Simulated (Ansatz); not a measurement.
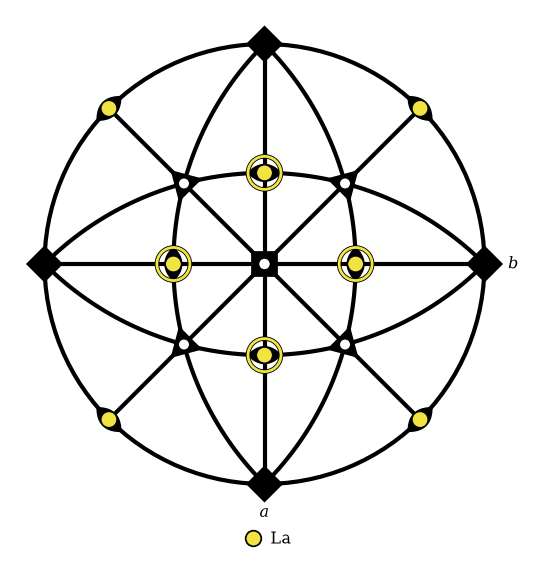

Directions from one calcium atom at (0, 0, 0) to its bonded neighbours, in stereographic projection down c (filled: above the plane of the page or in it, open: below). Crystal: CaLa3P, the input geometry of an electronic-structure calculation (not necessarily at equilibrium); the starting structure was generated, so it need not be a known form of this composition. Symmetry computed with spglib at a tolerance of 0.002 Å; standard conventional cell.

Neighbours are counted up to 4.68 Å for La; other elements are left out. The symmetry elements of the site are drawn in: heavy lines are mirror planes (a heavy rim: a mirror in the plane of the page); lens, triangle, square and hexagon are 2-, 3-, 4- and 6-fold axes, a lens in an open square is −4, a triangle in an open hexagon −6; thin dashed diameters join the ends of axes that lie in the page; a small open circle marks inversion.

```
Ca La P
1.0
     5.75929    0.00000    0.00000
     0.00000    5.75929    0.00000
     0.00000    0.00000    5.75929
Ca La P
1 3 1
Cartesian
  0.0000 0.0000 0.0000
  0.0000 2.8796 2.8796
  2.8796 0.0000 2.8796
  2.8796 2.8796 0.0000
  2.8796 2.8796 2.8796
```

Question: How many neighbours are there, and at what angles?

Answer: 12: 12 La at 4.07 Å. Angles between bonds: 60° (24×), 90° (12×), 120° (24×), 180° (6×).

Question: What is the site's symmetry in the crystal?

Answer: Point group m-3m (Oh), order 48: three fourfold axes, four threefold axes, six twofold axes, nine mirror planes, an inversion centre. In Pm-3m (No. 221) this is Wyckoff position 1a.
